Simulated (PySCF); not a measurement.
## A study: Br₄Ti, SMILES `Br[Ti](Br)(Br)Br`

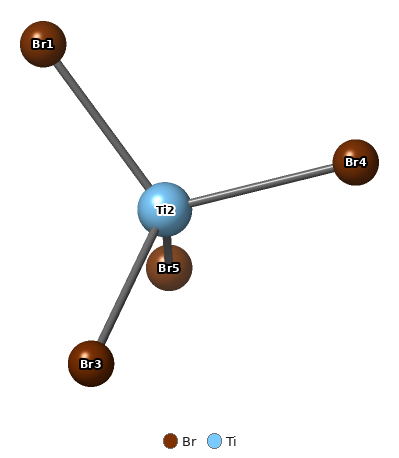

The molecule, with its atoms numbered as below. No frequency check shows the geometry to be a minimum.

Geometry (Å), atoms numbered from 1:

```
Br1     -1.3526    1.8713   -0.3958
Ti2     -0.0002    0.0000   -0.0000
Br3     -1.3526   -1.8714    0.3958
Br4      1.3527    0.3958    1.8713
Br5      1.3526   -0.3959   -1.8713
```

## 1. Bonding charge

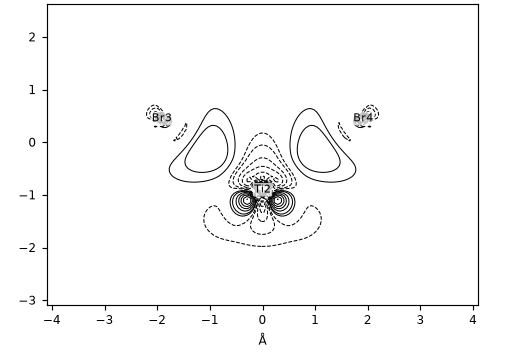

Deformation density (molecule less spherical, spin-averaged free atoms) in the plane of Ti2, Br3 and Br4; contours at ±0.05 to ±0.8 e/Å³; solid lines: gain, dashed lines: loss.

Level of theory: PBE0/def2-TZVP (PySCF), at a geometry from GFN2-xTB. This is a single-reference result, which may miss multireference character in this system.

**How much density has each bond in this plane gained at its critical point, relative to the free atoms?**

Ti2–Br3 and Ti2–Br4: +0.14 e/Å³ at the bond critical point (bond length 2.34 Å, Mayer order 1.2). In all, 1.0 electrons gather in the regions of gain relative to the promolecule. A small or negative value marks a very polar bond, one between electron-rich atoms, whose free-atom densities already overlap strongly, a long bond to a heavier atom, or a closed-shell contact such as a hydrogen bond.

## 2. Local ionisation energy

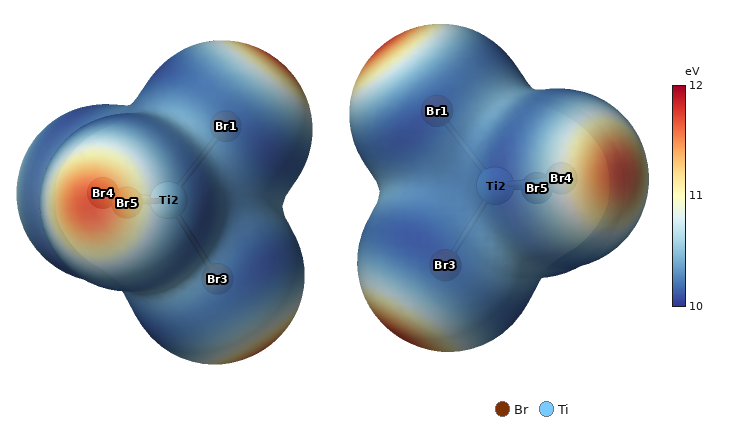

Average local ionisation energy on the surface of electron density 0.001 a.u. (back view left, front view right).

**Locate the minima of the map.**

The lowest value is 10.1 eV, 2.2 Å from Br4, and at like points elsewhere. For comparison, the highest occupied orbital lies at −8.8 eV.

## 3. In an electric field

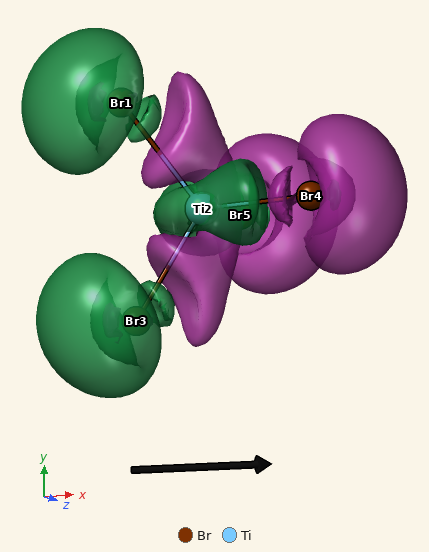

Change of the electron density in a uniform field of 0.41 V/Å along +x (arrow), surfaces at ±0.003 e/Å³ (green: gain, purple: loss).

Method: r2SCAN/def2-SVPD; geometry: GFN2-xTB; program: PySCF. This is a single-reference result, which may miss multireference character in this system.

**What dipole is induced, and what polarisability does it imply?**

The induced dipole is 2.68 D (along the field); α along this axis, from the fields in both directions, is 132 bohr³ (19.5 Å³).

**Which atoms gain and lose the most charge?**

Electrons gather most on Br1 and Br3 alike (Hirshfeld charge changes by −0.049 e) and leave Br4 and Br5 alike most (+0.050 e); 0.180 electrons are displaced in all.

## 4. Localised orbitals

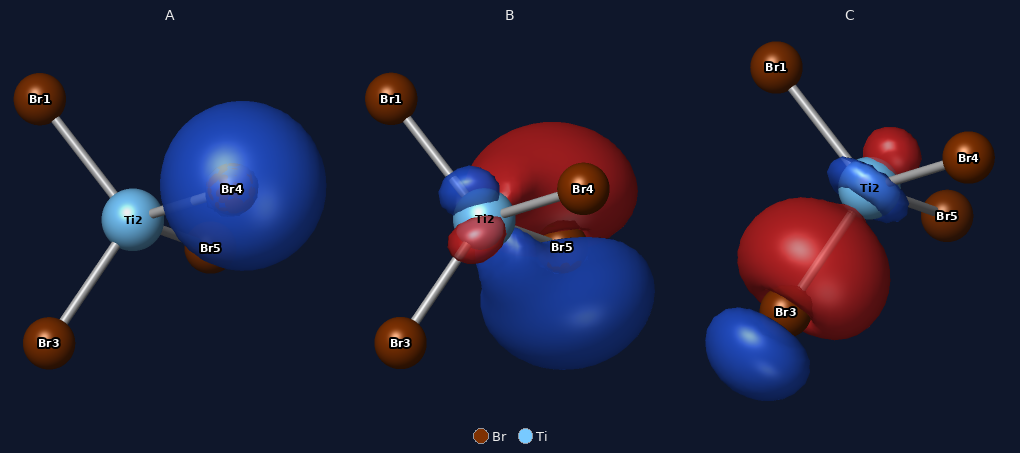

Pipek–Mezey orbitals, occupied; each surface holds about 85 % of the orbital's density. Energies are diagonal elements of the Fock matrix.

PySCF calculation, PBE/def2-TZVP, gas phase; geometry: GFN2-xTB. This is a single-reference result, which may miss multireference character in this system.

**Identify each orbital.**

By panel:
- A: lone pair on Br4 (s-type) (Br4 99 %; −17.8 eV)
- B: lone pair on Br5 (p-type) (Br5 91 %, Ti2 9 %; −8.1 eV)
- C: σ bond Br3–Ti2 (Br3 80 %, Ti2 20 %; −10.8 eV)
